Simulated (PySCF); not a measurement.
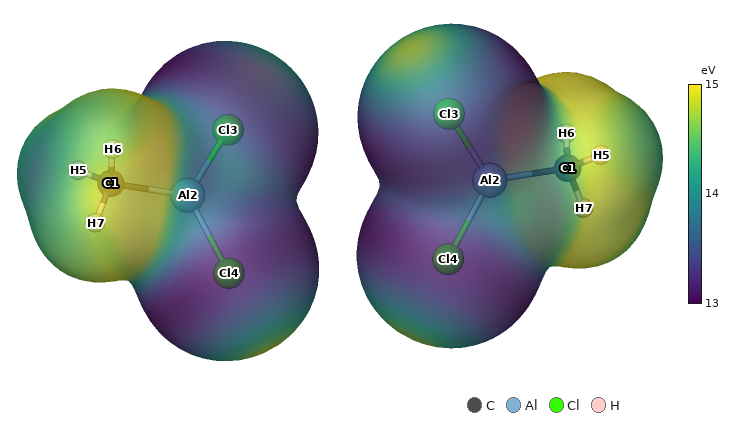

CH$_{3}$AlCl$_{2}$, SMILES `C[Al](Cl)Cl`. Average local ionisation energy on the surface of electron density 0.001 a.u. (back view left, front view right).

PySCF calculation, ωB97X/def2-TZVP, gas phase; geometry: GFN2-xTB. No frequency check shows the geometry to be a minimum. GFN2-xTB bond lengths at metals and heavier atoms can be off by up to 0.1 Å and shapes distorted, which carries into these values.

Input script:

```python
import numpy as np
from pyscf import gto, scf, dft
from pyscf.scf import atom_ks, atom_hf
from scipy.linalg import block_diag

def solve(mol, dm0=None, hcore=None):
    mf = (dft.UKS if mol.spin else dft.RKS)(mol, xc='wb97x')
    mf.grids.level = 3
    mf = mf.density_fit(auxbasis='def2-universal-jkfit')
    mf.conv_tol, mf.max_cycle = 1e-8, 80
    if hcore is not None:
        mf.get_hcore = lambda *args: hcore
    mf.kernel(dm0)
    if not mf.converged:
        mf = mf.newton().run(mf.mo_coeff, mf.mo_occ, max_cycle=30)
    assert mf.converged, 'SCF not converged'
    return mf

mol = gto.M(atom='''
C     -0.01590     2.28718    -0.00020
Al    -0.00032     0.29866     0.00028
Cl    -1.73631    -0.76480    -0.00010
Cl     1.74710    -0.74564    -0.00005
H     -0.53756     2.68494     0.87387
H     -0.53973     2.68522    -0.87168
H      0.99324     2.70170    -0.00217
''', basis='def2-tzvp', charge=0, spin=0, verbose=4)
mf = solve(mol)
mf.analyze()
# spherically averaged free atoms, for the promolecule
atm = atom_ks.get_atm_nrks(mol, xc='wb97x')
pro = block_diag(*[(atm[a[0]][2] * atm[a[0]][3]) @ atm[a[0]][2].T for a in mol._atom])
np.savez('result.npz', e=mf.e_tot, c=mf.mo_coeff, occ=mf.mo_occ, eps=mf.mo_energy, pro=pro, dip=mf.dip_moment(verbose=0), s2=mf.spin_square()[0])
```

Run with:

```sh
OMP_NUM_THREADS=1 python input.py
```

The run took 20 s on 1 thread of AMD EPYC 7R43 64-Core Processor (Zen 3), with other jobs on the host, peak memory 0.62 GiB.

Partitions, critical points and surface values were worked out afterwards from this run's density.

### Where are the most loosely bound electrons on this surface?

The lowest value is 13.0 eV, 2.1 Å from Cl3. Further minima include 13.0 eV, 2.1 Å from Cl3, and at like points elsewhere; 13.0 eV, 2.1 Å from Cl4; 13.7 eV, near H6 (1.84 Å), H5 (1.90 Å), H7 (1.95 Å) and C1 (2.01 Å). For comparison, the highest occupied orbital lies at −11.1 eV.
